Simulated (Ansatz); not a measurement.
A series of calculations on C₂H₅N

Part 1: Relaxation

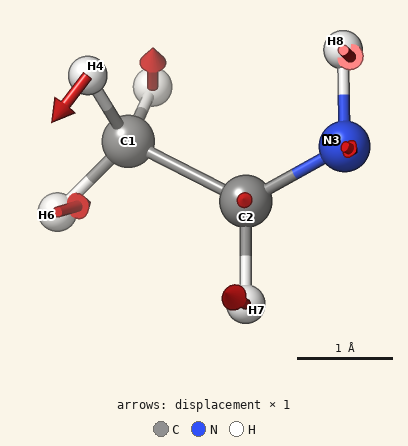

This is a relaxation of C2H5N. The starting structure is drawn; red arrows show the displacements, at their true length. The two geometries are superimposed by the best rigid fit.

Style: ball-and-stick. Shown at a tilt.

The run prepares an end point of a later path (torsion) calculation, from a guessed geometry.

The calculation used RKS PBE0-D4/STO-3G in Ansatz 0.2.0. Set-up: no spin polarisation; force threshold 0.015 eV/Å; at most 40 steps.

**Atoms of which element are displaced furthest, and by how much?**

Hydrogen: up to 0.64 Å, against 0.21 Å for nitrogen.

**Describe the change and its energy.**

The largest move after the best rigid fit is that of an H atom, 0.64 Å. By element the largest moves are H 0.64 Å, N 0.21 Å, C 0.15 Å. Some distances before and after: H–N 1.021 → 1.074 Å, C–N 1.253 → 1.305 Å, C–C 1.501 → 1.528 Å, C–H 1.090 → 1.100 Å. Bond angles that change, for instance: C–N–H 114.8° → 105.9°. Groups turn about C–C by about 60°. Over 20 accepted moves (23 points after the start) the energy falls by 28.8 kJ/mol. Largest force component: 3.2 eV/Å at the start, 0.0038 eV/Å at the end. The line search rejected the trial steps at points 15, 19, 21 of the run. The forces were under the threshold at step 6, but the run went on from there.

Limits of the set-up: STO-3G is a minimal basis, so the numbers are rough.

Part 2: Relaxation

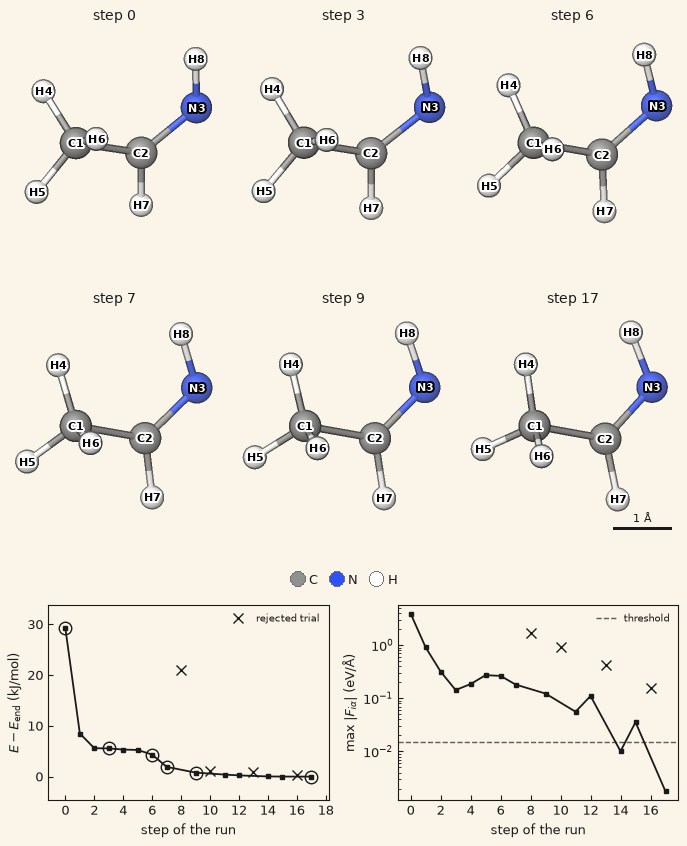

Frames of a relaxation of C₂H₅N, marked on the history of the run. Style: ball-and-stick. Shown at a tilt.

The run prepares an end point of a later path (torsion) calculation, from a guessed geometry.

These are results of Ansatz, RKS PBE0-D4/STO-3G, not measurements. (no spin polarisation; force threshold 0.015 eV/Å; at most 40 steps)

### Describe the path.

The atom that moves furthest after the best rigid fit is H4 (0.65 Å). By element the largest moves are H 0.65 Å, N 0.20 Å, C 0.16 Å. Some distances before and after: N3–H8 1.021 → 1.074 Å, C2–N3 1.253 → 1.305 Å, C1–C2 1.501 → 1.528 Å, C1–H4 1.090 → 1.098 Å. Among the angles between lasting bonds that change: C2–N3–H8 114.8° → 105.9°. Groups turn about C1–C2 by about 60°. After 13 accepted moves (17 points after the start) the energy has fallen by 29.2 kJ/mol. Largest force component: 3.9 eV/Å at the start, 0.0018 eV/Å at the end. The line search rejected the trial steps at points 8, 10, 13, 16 of the run. The forces were under the threshold at step 14, but the run went on from there. Cost: 13 s on 1 thread of Arm Neoverse V2, with other jobs on the host, peak memory 0.095 GiB. From step 0 to 3: N and H atoms move most (0.08 Å), energy −23.6 kJ/mol. From step 3 to 6: H atoms move most (0.18 Å), energy −1.22 kJ/mol. From step 6 to 7: H atoms move most (0.20 Å), energy −2.42 kJ/mol. From step 7 to 9: H6 moves most (0.10 Å), energy −1.13 kJ/mol. From step 9 to 17: H atoms move most (0.16 Å), energy −0.79 kJ/mol.

| step | E − E(0), kJ/mol | largest force component, eV/Å | note |
| --- | --- | --- | --- |
| 0 | 0.00 | 3.9217 |  |
| 1 | -20.70 | 0.9093 |  |
| 2 | -23.60 | 0.3187 |  |
| 3 | -23.63 | 0.1431 |  |
| 4 | -23.86 | 0.1858 |  |
| 5 | -23.94 | 0.2728 |  |
| 6 | -24.85 | 0.2643 |  |
| 7 | -27.27 | 0.1818 |  |
| 8 | -8.11 | 1.6817 | rejected |
| 9 | -28.40 | 0.1229 |  |
| 10 | -28.06 | 0.9388 | rejected |
| 11 | -28.79 | 0.0560 |  |
| 12 | -28.95 | 0.1107 |  |
| 13 | -28.21 | 0.4254 | rejected |
| 14 | -29.15 | 0.0101 |  |
| 15 | -29.18 | 0.0356 |  |
| 16 | -28.84 | 0.1596 | rejected |
| 17 | -29.19 | 0.0018 |  |

Limits of the set-up: STO-3G is a minimal basis, so the numbers are rough.

Part 3: Path

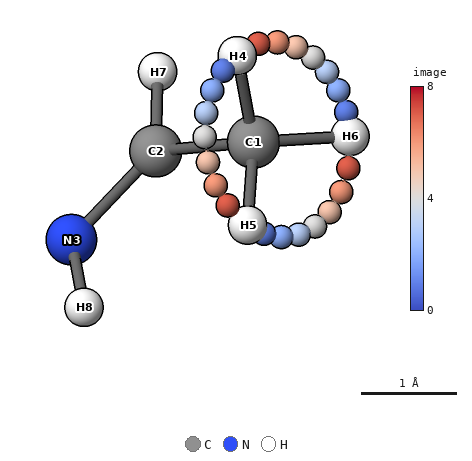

NEB run on C2H5N. Images are numbered from 0 (start) to 8 (end). The start is drawn whole; smaller spheres mark the moving atoms (H) in the later images, joined by lines and coloured by the number of the image. The picture is a ball-and-stick view, seen from a free direction.

Computed with Ansatz 0.2.0, RKS PBE0-D4/STO-3G. Settings: 7 movable images; climbing image; force threshold 0.05 eV/Å; iteration limit 60; starting path by image-dependent pair potential.

Q: Describe the path and its energy.

A: The motion is a rotation about the C1–C2 bond by about 120°. No bond forms or breaks between the ends. The two ends have the same energy, and the highest point, image 4, lies 5.07 kJ/mol above the start. The band converged in 5 iterations, with a climbing image at the top. At the top, the vibrational analysis gives one imaginary mode (170i cm⁻¹), as a transition state must have.

Limits of the set-up: STO-3G is a minimal basis, so the numbers are rough.

Cost: 26 s on 1 thread of Arm Neoverse V2, on a shared host, peak memory 0.081 GiB.
